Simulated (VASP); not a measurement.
Band structure of Rb (relaxed from the fcc structure, space group Fm-3m). Method: PBEsol GGA, VASP's PBE PAW potentials (set 64) (plane waves; VASP).

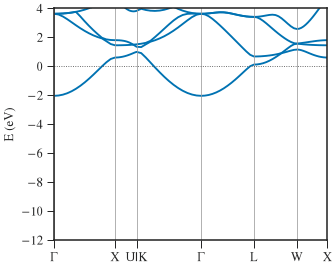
Figure: Bands along high-symmetry lines, zero at the valence-band maximum or, without a gap, the Fermi level

**Question.** Read the plot: is there a gap, and where are the band edges?

**Answer.** It has no gap at this level: it comes out as a metal or semimetal. (Edges off the drawn lines would not show.)

The structure was generated: Rb was put into the fcc type (Fm-3m), which need not be its known phase. It was relaxed first.
